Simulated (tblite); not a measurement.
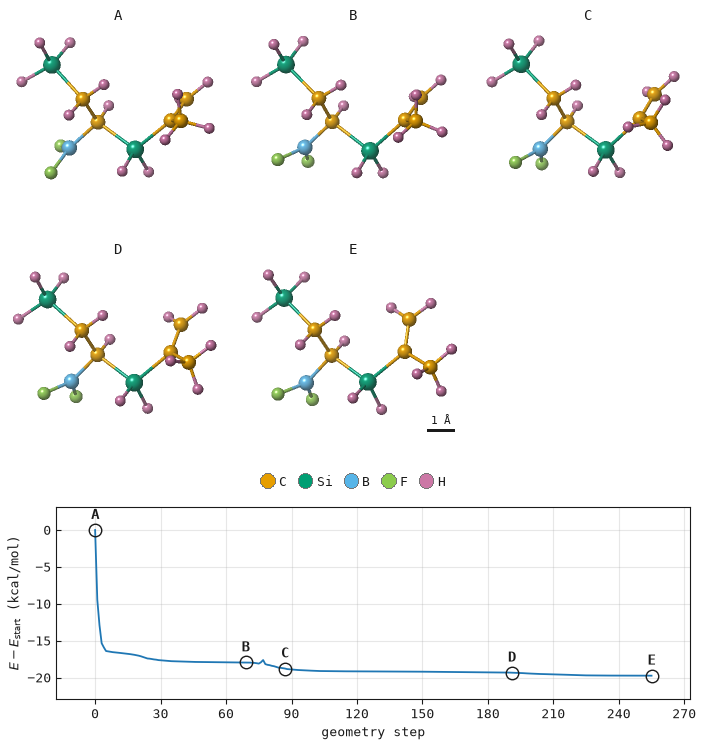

Frames of a relaxation of C₅H₁₃BF₂Si₂, marked on the history of the run. Style: ball-and-stick. Shown at a tilt.

These are results of tblite 0.8.0, GFN2-xTB geometry optimisation, gas phase, not measurements. 

Describe the path.

Answer. The atom that moves furthest after the best rigid fit is an H atom (1.78 Å). By element the largest moves are H 1.78 Å, F 1.03 Å, C 0.88 Å, Si 0.33 Å, B 0.10 Å. Among the contacts that change: B–F 1.452 → 1.325 Å, B–C 1.596 → 1.548 Å, C–Si 1.887 → 1.927 Å, C–Si 1.854 → 1.890 Å. Bond angles that change, for instance: F–B–F 119.5° → 113.1°, C–C–Si 119.1° → 124.6°, C–C–Si 119.8° → 114.5°. Groups turn about C–C by about 60°, C–Si by about 50°, B–C by about 35°. After 255 geometry steps the energy has fallen by 19.7 kcal/mol. Cost: 2.9 s on 1 thread of Arm Neoverse V1 (shared host). From step 0 to 69: an F atom moves most (0.78 Å), energy −17.9 kcal/mol. From step 69 to 87: an H atom moves most (0.63 Å), energy −0.82 kcal/mol. From step 87 to 191: an H atom moves most (0.78 Å), energy −0.56 kcal/mol. From step 191 to 255: an H atom moves most (0.76 Å), energy −0.41 kcal/mol.

| step | E − E(0), kcal/mol |
| --- | --- |
| 0 | 0.00 |
| 1 | -9.46 |
| 2 | -12.90 |
| 3 | -15.34 |
| 4 | -15.91 |
| 5 | -16.39 |
| 6 | -16.44 |
| 7 | -16.51 |
| 8 | -16.55 |
| 9 | -16.58 |
| 10 | -16.61 |
| 23 | -17.32 |
| 36 | -17.78 |
| 49 | -17.88 |
| 62 | -17.91 |
| 74 | -18.04 |
| 87 | -18.76 |
| 100 | -19.07 |
| 113 | -19.14 |
| 126 | -19.16 |
| 139 | -19.17 |
| 152 | -19.20 |
| 165 | -19.25 |
| 178 | -19.27 |
| 191 | -19.33 |
| 203 | -19.49 |
| 216 | -19.61 |
| 229 | -19.71 |
| 242 | -19.73 |
| 255 | -19.73 |
